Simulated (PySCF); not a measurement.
C$_{2}$H$_{6}$BNO (SMILES CB(C)N=O)

```xyz
11

C     1.4469   -0.2465   -0.0098
B    -0.0491    0.3423   -0.0334
C    -1.3103   -0.6506    0.0592
N    -0.2463    1.6264   -0.1106
O    -0.4371    2.8076   -0.1817
H     1.4583   -1.2609   -0.3947
H     1.8183   -0.2690    1.0114
H     2.1310    0.3535   -0.6010
H    -1.2050   -1.3026    0.9215
H    -1.3470   -1.2746   -0.8295
H    -2.2543   -0.1229    0.1427
```

Geometry: GFN2-xTB.

All numbers below come from PySCF, CAM-B3LYP/def2-SVPD, SCF density, gas phase.

What will maps of the electron density and electron localisation function show?

Answer. N–O (1.20 Å): ρ at the midpoint is about 3.6 e/Å³; the ELF peaks at about 0.85 between the atoms: localised, covalent bonding.
B–N (1.30 Å): ρ at the midpoint is about 2.1 e/Å³; the ELF peaks at about 0.90 between the atoms; a short, strongly polar bond.
C–B (1.61 Å): the density is about 1.3 e/Å³ at the midpoint; the ELF peaks at about 0.95 between the atoms (a shared electron pair).
C–H (1.08 Å): ρ is about 2 e/Å³ halfway; the ELF climbs to about 1 towards the hydrogen, as it does in any bond to H; a covalent bond by its length.

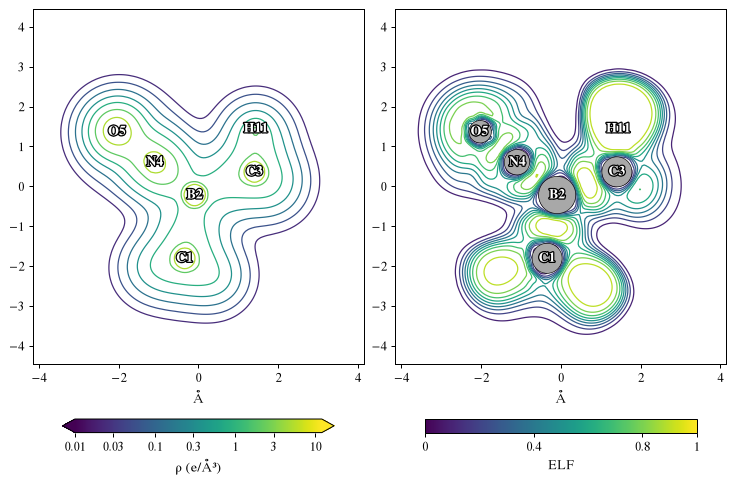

Computed electron density and electron localisation function on the plane of atoms C1, B2 and C3, in this order. Grey discs cover the atomic cores in the ELF map. 
